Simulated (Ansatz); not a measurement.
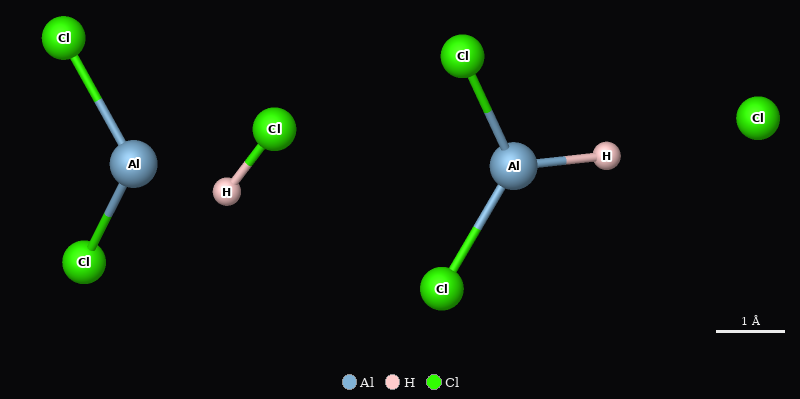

Two geometries of AlHCl$_{3}$ (multiplicity 2), drawn at one scale. One is the start of a relaxation, the other its converged end. The picture is a ball-and-stick view, seen at a tilt.

Method: UKS B3LYP/def2-SVP (Ansatz 0.2.0). Set-up: collinear spin; force threshold 0.03 eV/Å; at most 50 steps.

> Which of the two is the end point?

The left one is the relaxed one. The run prepares an end point of a later path (reaction) calculation, from a guessed geometry. After 37 accepted moves (44 points after the start) the energy has fallen by 82.8 kJ/mol. Largest force component: 0.34 eV/Å at the start, 0.016 eV/Å at the end. The line search rejected the trial steps at points 7, 15, 17, 27, 33, 37, 41 of the run. A Cl atom moves most after the best rigid fit: 1.46 Å. Largest moves by element: Cl 1.46 Å, H 1.14 Å, Al 0.89 Å. Among the contacts that change: Al–H 1.564 → 2.912 Å, Cl–H 2.564 → 1.301 Å, Al–Cl 4.120 → 2.891 Å, Al–Cl 2.101 → 2.162 Å. New bonds form, among them: Cl–H (2.56 → 1.30 Å). Bonds break, among them: Al–H (1.56 → 2.91 Å). Bond angles that change, for instance: Cl–Al–Cl 121.1° → 116.8°.

Limits of the set-up: the start holds two separate molecules, 2.6 Å apart at their closest, whose relative position is a soft coordinate and is computed without a dispersion correction.
